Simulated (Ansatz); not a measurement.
# Calculations on WH2Cl5F

**1. Relaxation**

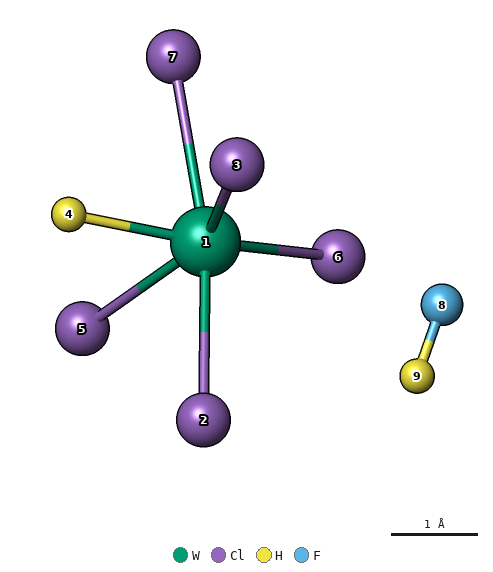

Starting structure of WH2Cl5F. A ball-and-stick model, seen from a free direction.

The run prepares an end point of a later path (reaction) calculation, from a guessed geometry.

Computed with Ansatz, RKS PBE/def2-SVP.

The input:
```yaml
crystal:
  periodic: [false, false, false]
  atoms:
    - { symbol: W, position_ang: [-0.010765, -0.082598, -0.029216] }
    - { symbol: Cl, position_ang: [0.043966, 0.250114, 2.319505] }
    - { symbol: Cl, position_ang: [2.132743, 0.743818, -0.01291] }
    - { symbol: H, position_ang: [-0.387749, 1.530342, -0.329953] }
    - { symbol: Cl, position_ang: [-2.334534, 0.260325, 0.154176] }
    - { symbol: Cl, position_ang: [-0.62938, -2.295545, -0.382944] }
    - { symbol: Cl, position_ang: [0.069449, 0.135078, -2.338882] }
    - { symbol: F, position_ang: [1.901816, -2.036731, 1.32703] }
    - { symbol: H, position_ang: [1.660654, -1.739502, 2.177093] }
basis:
  gaussian: { orbitals: def2-SVP }
hamiltonian:
  xc: pbe
relax:
  f_tol: 0.03
  max_steps: 50
```

Launched with:
```bash
ansatz run input.yaml --threads 4 --pin off --max-ram 5120MiB --backend cpu --events-out ev --progress --plain --runs-dir out
```

**Predict the outcome.**

Over 15 accepted moves (20 points after the start) the energy falls by 10.6 kcal/mol. The largest force component goes from 0.54 to 0.0067 eV/Å. The line search rejected the trial steps at points 1, 6, 14, 17, 19 of the run. Cl7 moves most after the best rigid fit: 1.16 Å. By element the largest moves are Cl 1.16 Å, F 0.80 Å, H 0.72 Å, W 0.15 Å. Some distances before and after: W1–F8 3.052 → 2.402 Å, W1–H9 3.226 → 2.579 Å, Cl2–H9 2.568 → 2.017 Å, W1–Cl2 2.373 → 2.444 Å. New bonds form, among them: W1–F8 (3.05 → 2.40 Å). Bond angles that change, for instance: Cl2–W1–H4 92.7° → 135.5°, Cl3–W1–Cl5 150.1° → 109.2°, Cl3–W1–Cl6 126.3° → 160.4°. Cost: 37 s on 4 threads of Intel(R) Xeon(R) Platinum 8488C (Sapphire Rapids), with other jobs on the host, peak memory 0.27 GiB.

History of the run:

```
step  E − E(0), kcal/mol  largest force component, eV/Å      note
   0                0.00                         0.5432          
   1                0.47                         1.4147  rejected
   2               -0.54                         0.3693          
   3               -0.79                         0.1882          
   4               -1.24                         0.3457          
   5               -1.76                         0.7102          
   6               -0.72                         1.9095  rejected
   7               -2.82                         0.5756          
   8               -3.56                         0.3520          
   9               -4.43                         0.3004          
  10               -5.69                         0.4771          
  11               -6.86                         0.9240          
  12               -8.41                         0.9263          
  13               -9.77                         0.6960          
  14               -9.44                         0.5224  rejected
  15              -10.45                         0.0914          
  16              -10.54                         0.0686          
  17              -10.49                         0.1584  rejected
  18              -10.60                         0.0334          
  19              -10.59                         0.0604  rejected
  20              -10.62                         0.0067
```

Final geometry:

```xyz
9

W    -0.0264   -0.1541    0.0966
Cl    0.0962   -0.4695    2.5173
Cl    1.6450    1.4209    0.4855
H    -0.3205    1.1295   -0.9200
Cl   -2.0796    0.7978    0.5201
Cl   -1.1005   -2.2107   -0.0937
Cl    0.8736   -0.6231   -1.9939
F     1.8067   -1.5985    0.6666
H     1.5517   -1.5270    1.6054
```

The end point in the same view:

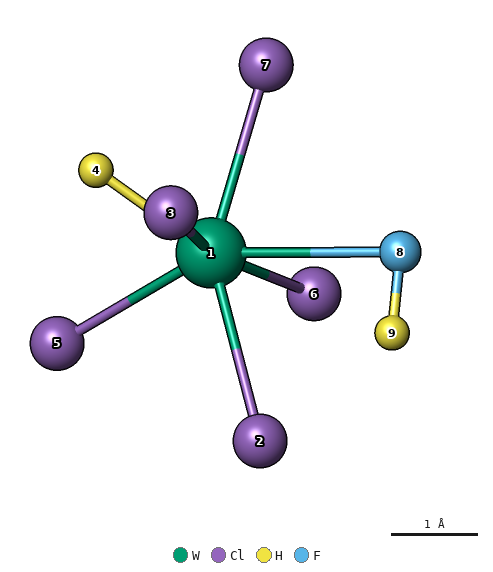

Limits of the set-up: the start holds two separate molecules, 2.6 Å apart at their closest, whose relative position is a soft coordinate and is computed without a dispersion correction.

**2. Relaxation**

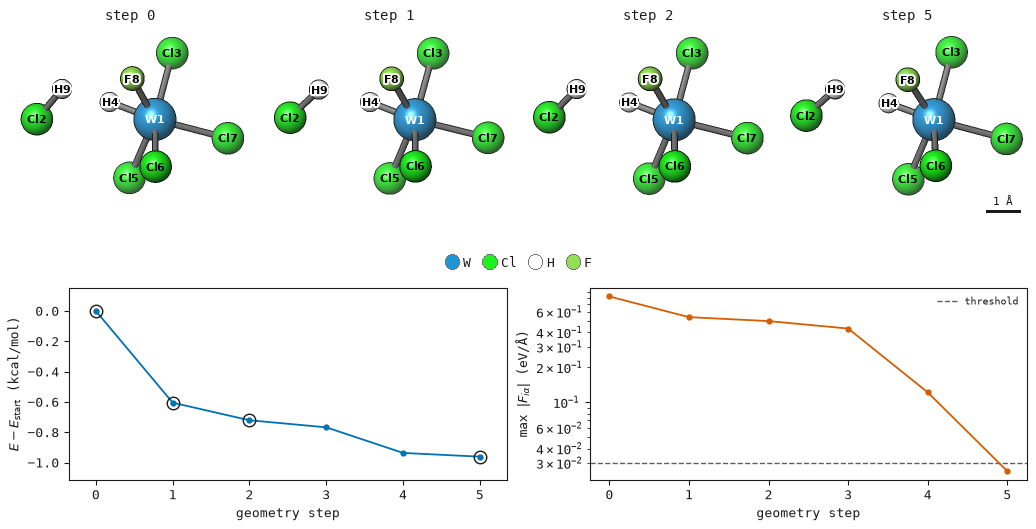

Frames of a relaxation of WH₂Cl₅F, marked on the history of the run. Style: ball-and-stick. Shown at a tilt.

The run prepares an end point of a later path (reaction) calculation, from a guessed geometry.

The calculation used Ansatz, RKS PBE/def2-SVP. Set-up: no spin polarisation; force threshold 0.03 eV/Å; at most 50 steps.

> Describe the path.

The largest move after the best rigid fit is that of Cl2, 0.26 Å. Largest moves by element: Cl 0.26 Å, H 0.12 Å, W 0.07 Å, F 0.06 Å. Near-neighbour distances that change, for instance: W1–Cl2 3.593 → 3.894 Å, Cl2–H9 1.337 → 1.300 Å, W1–F8 1.871 → 1.897 Å, W1–Cl3 2.349 → 2.340 Å. Bond angles that change, for instance: Cl7–W1–F8 130.7° → 134.7°, Cl3–W1–Cl5 115.8° → 119.3°, Cl3–W1–Cl6 154.2° → 150.7°. After 5 geometry steps the energy has fallen by 0.96 kcal/mol. Largest force component: 0.82 eV/Å at the start, 0.026 eV/Å at the end. From step 0 to 1: Cl2 moves most (0.20 Å), energy −0.60 kcal/mol. From step 1 to 2: H9 moves most (0.06 Å), energy −0.12 kcal/mol. From step 2 to 5: Cl2 moves most (0.08 Å), energy −0.24 kcal/mol.

| step | E − E(0), kcal/mol | largest force component, eV/Å |
| --- | --- | --- |
| 0 | 0.00 | 0.8167 |
| 1 | -0.60 | 0.5419 |
| 2 | -0.72 | 0.5014 |
| 3 | -0.77 | 0.4323 |
| 4 | -0.94 | 0.1218 |
| 5 | -0.96 | 0.0255 |

**3. Path**

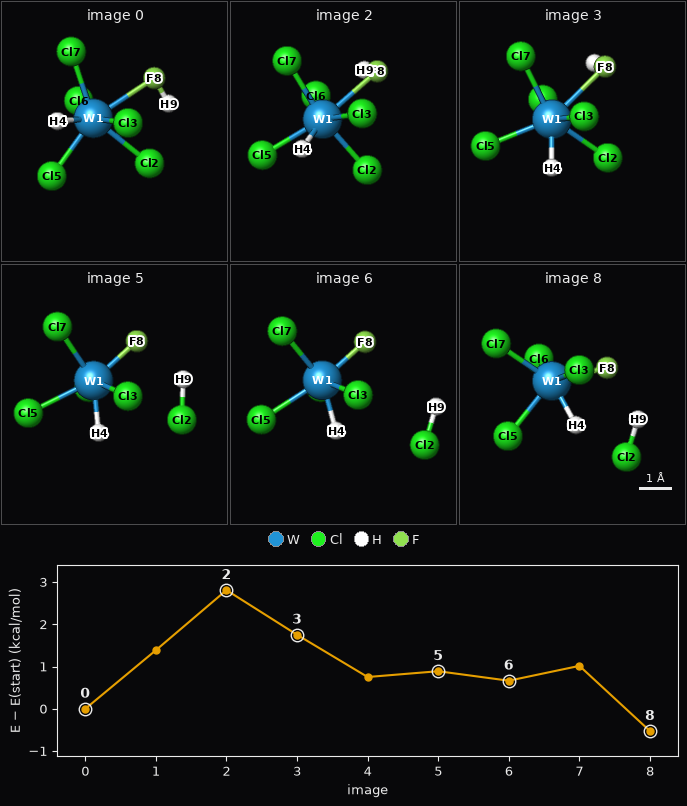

A search for the minimum-energy path of WH2Cl5F by the nudged elastic band. Images are numbered from 0 (start) to 8 (end). A ball-and-stick model, seen at a tilt.

These are results of RKS PBE/def2-SVP in Ansatz, not measurements. Settings: 7 movable images; climbing image; force threshold 0.03 eV/Å; iteration limit 60; starting path through a guess of the saddle point.

**Describe the mechanism and the energy profile.**

The path has more than one stage, and so few images may leave a stage unresolved. Breaking: F8–H9 (0.98 → 0.98 at the top → 2.19 Å), W1–Cl2 (2.44 → 2.29 at the top → 3.89 Å). Forming: Cl2–H9 (2.02 → 3.32 at the top → 1.30 Å). The energy climbs by 2.81 kcal/mol to image 2 and then falls by 3.34 kcal/mol, so the end point sits at −0.53 kcal/mol. The profile has 2 maxima (images 2, 7) with a dip at image 4, 6 (+0.75 kcal/mol, +0.67 kcal/mol), so the process runs in steps. The band converged in 36 iterations. The largest component of the band force went from 7.6 to 0.016 eV/Å. The climbing image converged on the top of the path. Its vibrational analysis gives one imaginary mode (274i cm⁻¹), as a transition state must have.

The run took 6.9 min on 4 threads of Intel(R) Xeon(R) Platinum 8488C (Sapphire Rapids), on a shared host, peak memory 0.28 GiB.
